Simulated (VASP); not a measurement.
Band structure of PtS (space group P4_2/mmc). Computed with PBEsol GGA, VASP's PBE PAW potentials (set 64) (plane waves; VASP).

Unless said otherwise, spin-orbit coupling is left out, though it shifts the bands of the heavy elements here.

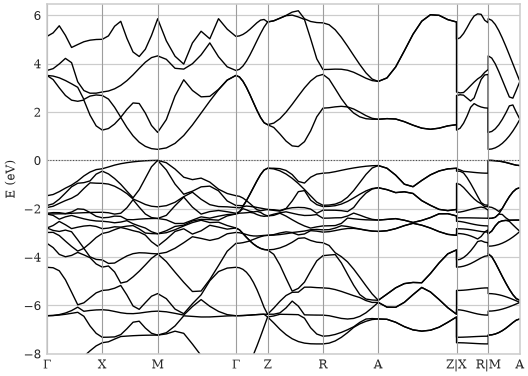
*Bands along high-symmetry lines, zero at the valence-band maximum or, without a gap, the Fermi level*

Task: Read the plot: is there a gap, and where are the band edges?

Result: The gap is direct, 0.46 eV, from the valence maximum at M to the conduction minimum at M. (Edges off the drawn lines would not show.)

Measured: gap 0.80 eV (computed value off by -0.34 eV), as given by M. J. van Setten et al., Physical Review B (2017), arXiv:1709.07349.

The structure comes from a computed database's PtS entry (P4_2/mmc), a phase known from measurement. It was relaxed first.
